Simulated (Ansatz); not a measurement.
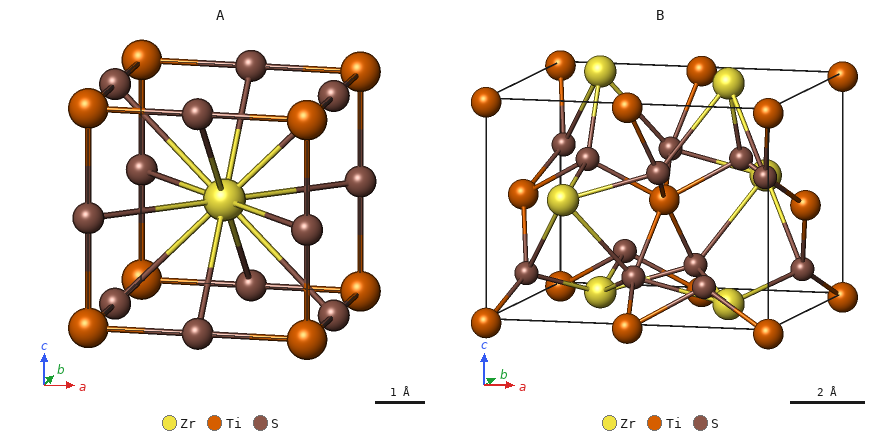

Two structures of ZrTiS3, each relaxed to rest (conventional cells in solid outline, small ones repeated, not to one scale). Method: Ansatz 0.2.0, DFT PBE, scalar-relativistic, plane waves, PAW, without spin polarisation.

Question: What structure does each panel show?

Answer: A: cubic perovskite, Pm-3m. B: 20 atoms a cell on a base-centred orthorhombic lattice, Ama2.

Question: Which structure is more stable?

Answer: B is lower, by 669 meV/atom at this level of theory (energies at zero smearing). Volumes: A 19.6, B 18.0 Å³/atom.

One or both may be structure types tried for this composition rather than known phases.
